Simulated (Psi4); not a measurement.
**DLPNO-MP2/cc-pVDZ (density fitting, density fitting for correlation, pno convergence loose, sweep point 1) run of C3H4F2 (SMILES F/C=C\CF)**

What is the energy change on altering one bond length of C3H4F2 at DLPNO-MP2/cc-pVDZ (density fitting, density fitting for correlation, pno convergence loose, sweep point 1)? 

The results are computed with Psi4 1.11.

### 1 The molecule

C3H4F2: 9 atoms, total charge 0, spin state singlet. As SMILES, `F/C=C\CF`. The shape is that of a PBE0-D4/def2-TZVP optimisation. This is one conformer, not always the lowest.

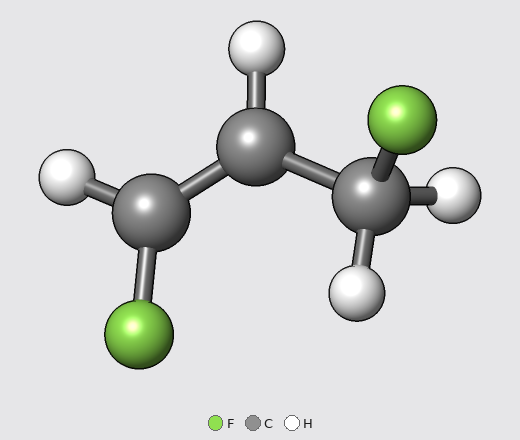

Viewed from a chosen angle; fluorine green, carbon grey, hydrogen white.

### 2 A single-point energy at DLPNO-MP2/cc-pVDZ (density fitting, density fitting for correlation, pno convergence loose, sweep point 1)

The input, calc.inp:

```
memory 1.6 GB

molecule system {
  0 1
  F     -3.34727188     1.31562733    -1.44412870
  C     -1.43014473    -0.15835905    -2.17091737
  C      0.51003708    -0.67160866    -0.68842723
  C      0.83053463     0.29328549     1.92638681
  F      3.13052030     1.53332378     2.14238251
  H     -1.67977755    -0.86681737    -4.07595028
  H      1.96985051    -1.89218277    -1.44677432
  H      0.84999881    -1.25988041     3.29322572
  H     -0.66631743     1.61911734     2.43188855
  units bohr
  symmetry c1
}

set globals {
  puream true
  scf_type df
  num_frozen_docc 5
  pno_convergence loose
}

energy("dlpno-mp2/cc-pVDZ")
```

On the command line:

```
$ psi4 -n 1 calc.inp calc.out
```

calc.out:

```text
[...]
  Running in c1 symmetry.
[...]
  Nuclear repulsion =  168.442552202306160
[...]
  Multiplicity = 1
[...]
  Nalpha       = 20
  Nbeta        = 20
[...]
    Number of basis functions: 90
[...]
   @DF-RHF iter   1:  -314.71139034549367   -7.44826e-01   4.10600e-03 DIIS/ADIIS
[...]
    Orbital Energies [Eh]
    ---------------------
    Doubly Occupied:
       1A    -26.320294     2A    -26.273512     3A    -11.340909
       4A    -11.321809     5A    -11.250623     6A     -1.640406
       7A     -1.585349     8A     -1.093153     9A     -0.952922
      10A     -0.822758    11A     -0.754364    12A     -0.715835
      13A     -0.701809    14A     -0.690037    15A     -0.669453
      16A     -0.624942    17A     -0.590397    18A     -0.525937
      19A     -0.518620    20A     -0.388217
[...]
  @DF-RHF Final Energy:  -314.78811136466646
   => Energetics <=
    Nuclear Repulsion Energy =            168.4425522023061603
    One-Electron Energy =                -768.8986399072160793
    Two-Electron Energy =                 285.6679763402434560
    Total Energy =                       -314.7881113646664630
[...]
 Multipole Moments:
 ------------------------------------------------------------------------------------
     Multipole            Electronic (a.u.)      Nuclear  (a.u.)        Total (a.u.)
 ------------------------------------------------------------------------------------
 L = 1.  Multiply by 2.5417464519 to convert [e a0] to [Debye]
 Dipole X            :         -0.6891649            0.4028085           -0.2863564
 Dipole Y            :          2.4398133           -3.1846751           -0.7448618
 Dipole Z            :         -0.0553594           -0.2769026           -0.3322620
 Magnitude           :                                                    0.8644172
[...]
  @LMP2 iter   5:  -0.767422261418 -2.300e-07  8.148e-07
[...]
```

It took 3.3 s on 1 thread of Intel Xeon Platinum 8488C (Sapphire Rapids), shared host; peak memory 0.26 GiB.

### 3 The distorted shape at the same level

The input, calc.dat:

```
memory 1600 MB

molecule molecule1 {
  0 1
  F     -4.51506783     2.29204126    -0.83747938
  C     -2.59794067     0.81805488    -1.56426804
  C     -0.65775886     0.30480526    -0.08177790
  C     -0.33726131     1.26969942     2.53303614
  F      1.96272436     2.50973771     2.74903184
  H     -2.84757350     0.10959656    -3.46930095
  H      1.96985051    -1.89218277    -1.44677432
  H     -0.31779713    -0.28346648     3.89987505
  H     -1.83411337     2.59553127     3.03853788
  units bohr
  symmetry c1
}

set basis cc-pVDZ
set reference rhf
set puream true
set scf_type df
set num_frozen_docc 5
set pno_convergence loose

energy_value, wavefunction = energy('dlpno-mp2', return_wfn=True)
```

On the command line:

```
$ psi4 -n 1 calc.dat calc.out
```

calc.out:

```text
[...]
  Running in c1 symmetry.
[...]
  Nuclear repulsion =  165.679718073180766
[...]
  Multiplicity = 1
[...]
  Nalpha       = 20
  Nbeta        = 20
[...]
    Number of basis functions: 90
[...]
   @DF-RHF iter   1:  -314.53354704803803   -9.05260e-01   4.12874e-03 ADIIS/DIIS
[...]
    Orbital Energies [Eh]
    ---------------------
    Doubly Occupied:
       1A    -26.333204     2A    -26.278089     3A    -11.354241
       4A    -11.336730     5A    -11.313303     6A     -1.652097
       7A     -1.589602     8A     -1.093986     9A     -0.963620
      10A     -0.816970    11A     -0.746752    12A     -0.721191
      13A     -0.712056    14A     -0.697423    15A     -0.677004
      16A     -0.613889    17A     -0.556342    18A     -0.535536
      19A     -0.416911    20A     -0.399285
[...]
  @DF-RHF Final Energy:  -314.63409503227507
   => Energetics <=
    Nuclear Repulsion Energy =            165.6797180731807657
    One-Electron Energy =                -763.0111650687554175
    Two-Electron Energy =                 282.6973519632995817
    Total Energy =                       -314.6340950322750700
[...]
 Multipole Moments:
 ------------------------------------------------------------------------------------
     Multipole            Electronic (a.u.)      Nuclear  (a.u.)        Total (a.u.)
 ------------------------------------------------------------------------------------
 L = 1.  Multiply by 2.5417464519 to convert [e a0] to [Debye]
 Dipole X            :         -1.4646421            0.9672659           -0.4973761
 Dipole Y            :          3.0974231           -3.6566275           -0.5592044
 Dipole Z            :          0.3674372           -0.5701282           -0.2026910
 Magnitude           :                                                    0.7753556
[...]
  @LMP2 iter   6:  -0.785395511029 -9.570e-09  2.738e-07
[...]
```

It took 3.3 s on 1 thread of Intel Xeon Platinum 8488C (Sapphire Rapids), shared host; peak memory 0.27 GiB.

### 4 What came out

Level: DLPNO-MP2/cc-pVDZ (density fitting, density fitting for correlation, pno convergence loose, sweep point 1), 5 core orbitals frozen.

```
                                                         quantity          value
                                        first shape: total energy  -315.55571 Eh
                 first shape: HOMO energy (Hartree–Fock orbitals)      -10.56 eV
                 first shape: LUMO energy (Hartree–Fock orbitals)        4.31 eV
               first shape: HOMO–LUMO gap (Hartree–Fock orbitals)       14.87 eV
         first shape: correlation energy (5 core orbitals frozen)     -767.6 mEh
                                    distorted shape: total energy  -315.41965 Eh
             distorted shape: HOMO energy (Hartree–Fock orbitals)      -10.87 eV
             distorted shape: LUMO energy (Hartree–Fock orbitals)        1.27 eV
           distorted shape: HOMO–LUMO gap (Hartree–Fock orbitals)       12.13 eV
     distorted shape: correlation energy (5 core orbitals frozen)     -785.6 mEh
energy change with the C3–H7 bond stretched from 1.084 to 1.951 Å       3.702 eV
```

What this shows: With the C3–H7 bond stretched from 1.084 to 1.951 Å the energy rises by 3.70 eV (85 kcal/mol). The first shape isn't relaxed at this level, so the change isn't measured from a minimum. A restricted reference can't describe the breaking bond well at this length.
